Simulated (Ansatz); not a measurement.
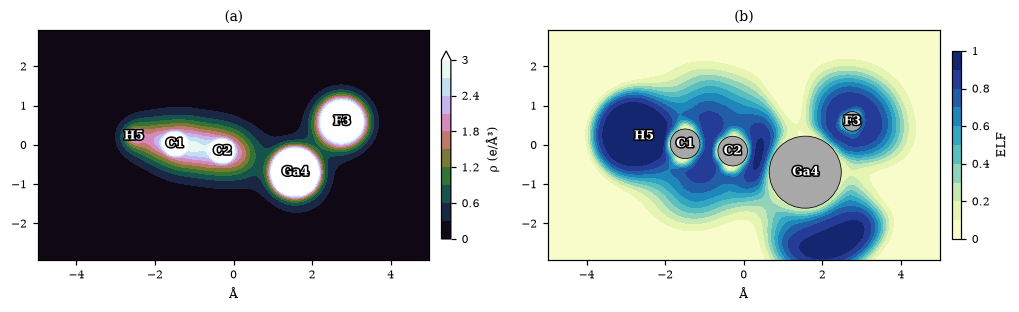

*C2HFGa (SMILES C#[C][Ga][F]) (doublet). (a) total electron density; (b) electron localisation function on the molecular plane. Grey discs cover the atomic cores in the ELF map.*

Geometry: r2SCAN-D4/def2-SVP.

Theory: isolated molecule in a Gaussian basis; Kohn-Sham density functional theory, functional PBE0 in Ansatz 0.2.0.

```tsv
atom	x (Å)	y (Å)	z (Å)
C	-1.0897	2.2894	-1.0475
C	-1.3417	1.0910	-1.0598
F	-1.7975	-1.7812	0.1130
Ga	-1.7628	-0.7671	-1.3254
H	-0.8645	3.3416	-1.0050
```

> Read the bonding off the picture.

- The plane passes through C, F, Ga and H nuclei.
- C–C (1.22 Å): ρ is about 2.8 e/Å³ halfway; the ELF peaks at about 0.85 between the atoms: a multiple bond.
- Ga–F (1.76 Å): ρ at the midpoint is about 0.88 e/Å³; the ELF peaks at about 0.85 in the valence shell of F, 0.5 Å from its nucleus, and is about 0.15 at the midpoint.
- C–Ga (1.92 Å): the density is about 0.79 e/Å³ at the midpoint; the ELF peaks at about 0.90 in the valence shell of C, 0.7 Å from its nucleus, and is about 0.45 at the midpoint.
- C–H (1.08 Å): ρ is about 2.1 e/Å³ halfway; the ELF climbs to about 1 towards the hydrogen, as it does in any bond to H: an ordinary covalent bond to hydrogen.
- The ELF also peaks beside F3, away from the bonds: non-bonding electrons, paired or unpaired.
